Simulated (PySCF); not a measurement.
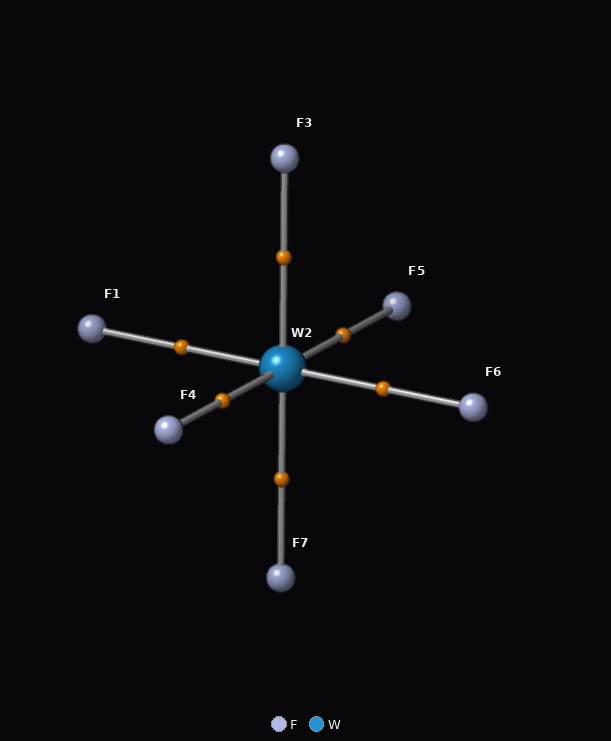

Figure. F₆W, SMILES `F[W](F)(F)(F)(F)F`. Molecular graph of the electron density (QTAIM): bond paths, bond critical points (orange), ring points (yellow, if any); weak paths are dashed.

Computed with PySCF, CAM-B3LYP/def2-SVP, geometry: GFN2-xTB. Core potentials replace the inner electrons of W; spin–orbit coupling isn't included. This is a single-reference result, which may miss multireference character in this system. No frequency check shows the geometry to be a minimum. GFN2-xTB bond lengths at metals and heavier atoms can be off by up to 0.1 Å and shapes distorted, which carries into these values.

How many critical points of each kind are there, and does the count close?

7 nuclei, 6 bond, 0 ring and 0 cage critical points: 7 − 6 + 0 − 0 = 1, as the Poincaré–Hopf relation requires.

Tabulate density, Laplacian, ellipticity and energy density at the bond critical points (atomic units).

```
           bond  length (Å)  ρ (a.u.)  ∇²ρ (a.u.)     ε  H (a.u.)
F1–W2 (6 alike)       1.837     0.162       +0.91  0.00    −0.041
```

What kind of interaction is F1–W2?

Polar or intermediate (positive Laplacian, negative energy density H): ρ = 0.162, ∇²ρ = +0.91, H = −0.041 a.u.
